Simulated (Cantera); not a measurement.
Feed: 1 mol HI, 1.7 mol H₂O, 0.63 mol O₂, equilibrated at 1150 °C.

Method: chemical equilibrium by Gibbs-energy minimisation in Cantera with the NASA 1993 tables (ideal gas, pure condensed phases). Candidate condensed phases: H₂O, I₂; 12 gas species. The ideal-gas law is rough above about 30 bar. Equilibrium is a limit: real reactors are often held back by kinetics, nucleation or transport.

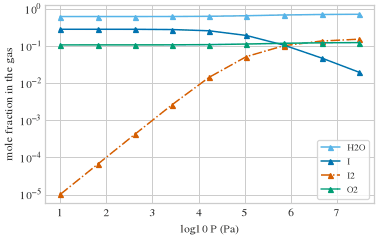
Fig. 1. Equilibrium gas composition (values under 1e-9 drawn at 1e-9)

From 10.0 Pa to 300 bar nothing is condensed.
